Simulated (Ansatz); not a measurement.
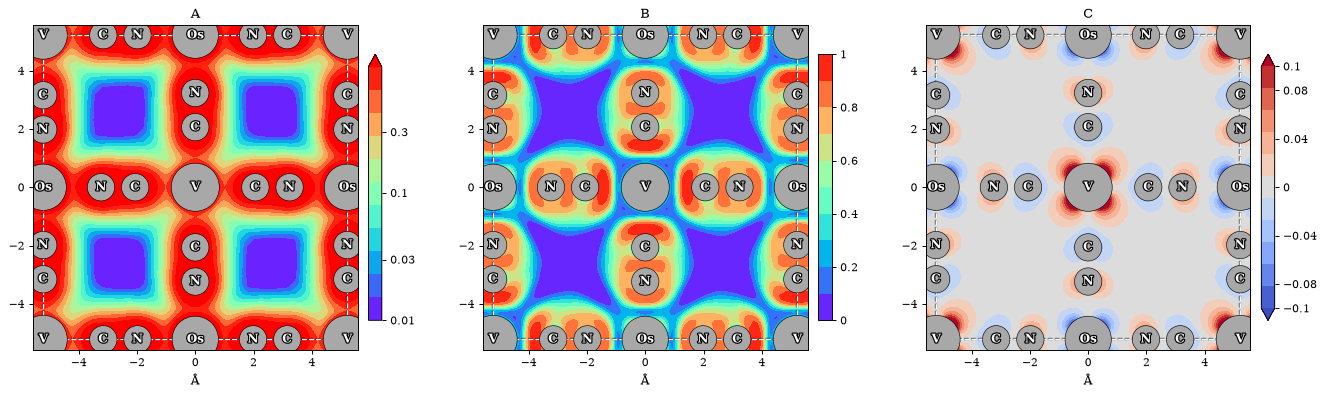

VOsC6N6: 3 fields on the (010) plane of the conventional cell, with unlabelled colour scales. Grey discs cover the atomic cores.

Space group Fm-3m; a structure generated by program, which may or may not match a known phase; spin-polarised.

The calculation used DFT PBE, scalar-relativistic, plane waves, PAW in Ansatz 0.2.0.

Q: Which field does each panel show? The fields are: electron localisation function, spin density and valence pseudo-density.

A: Panel A: valence pseudo-density. Panel B: electron localisation function. Panel C: spin density (confined to the magnetic sites and close to zero elsewhere). From the grid: C–N (1.17 Å): the density is about 3.4 e/Å³ at the midpoint; the ELF peaks at about 0.85 between the atoms. Os–N (1.98 Å): ρ at the midpoint is about 0.91 e/Å³; the ELF peaks at about 0.90 in the valence shell of N, 0.6 Å from its nucleus, and is about 0.20 at the midpoint.
